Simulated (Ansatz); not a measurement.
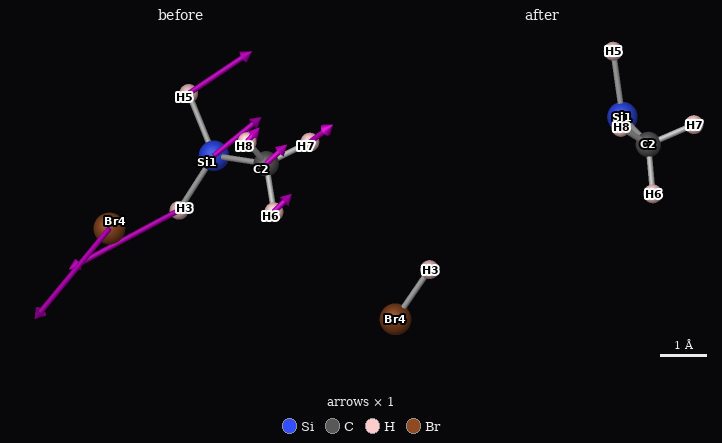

The structure of CH5BrSi (coarse preliminary run) before (left) and after (right) a saddle-point search, at one scale. The purple arrows give the displacements, at their true length.

A ball-and-stick model, seen at a tilt.

The reaction that was planned forms Si1–H3, Si1–Br4 and breaks H3–Br4 (atoms numbered from 1 in input order).

These are results of RKS PBE0-D4/def2-SVP in Ansatz 0.2.0, not measurements.

Input
```yaml
crystal:
  periodic: [false, false, false]
  atoms:
    - {symbol: Si, position_ang: [-0.726989, 0.168626, -0.482415]}
    - {symbol: C, position_ang: [0.943040, 0.605136, 0.216506]}
    - {symbol: H, position_ang: [-1.007871, -1.184874, -1.197016]}
    - {symbol: Br, position_ang: [-1.203154, -2.587640, 0.221061]}
    - {symbol: H, position_ang: [-1.851298, 0.899530, 0.174556]}
    - {symbol: H, position_ang: [1.690118, -0.132661, -0.109376]}
    - {symbol: H, position_ang: [1.247994, 1.603763, -0.139719]}
    - {symbol: H, position_ang: [0.908260, 0.627919, 1.316603]}
basis:
  gaussian: {orbitals: def2-SVP}
hamiltonian: {xc: pbe0, dispersion: d4}
saddle:
  f_tol: 0.04
  max_steps: 70
  order_check: false
  mode_guess:
    - [-0.3456, -1.8254, -0.2153]
    - [0.0000, 0.0000, 0.0000]
    - [0.2779, 1.5697, -0.2483]
    - [0.0677, 0.2557, 0.4636]
    - [0.0000, 0.0000, 0.0000]
    - [0.0000, 0.0000, 0.0000]
    - [0.0000, 0.0000, 0.0000]
    - [0.0000, 0.0000, 0.0000]
```

> Summarise the run.

The relaxation stopped without meeting its thresholds, so the last structure isn't shown to be converged. The largest moves after the best rigid fit, 2.85 Å, are those of H3 and Br4. Largest moves by element: Br 2.85 Å, H 2.83 Å, Si 1.37 Å, C 0.64 Å. Among the contacts that change: Si1–H3 1.556 → 5.445 Å, Si1–Br4 2.884 → 6.736 Å, H3–Br4 2.004 → 1.423 Å, Si1–H5 1.493 → 1.538 Å. New bonds form: H3–Br4 (2.00 → 1.42 Å). Bonds break: Si1–H3 (1.56 → 5.45 Å). Among the angles between lasting bonds that change: C2–Si1–H5 113.3° → 94.5°, Si1–C2–H7 109.8° → 105.5°, Si1–C2–H6 109.9° → 113.8°. The search stopped after 41 steps with a largest force component of 0.04 eV/Å and a curvature of 0.00 eV/Å² along the mode that it followed.
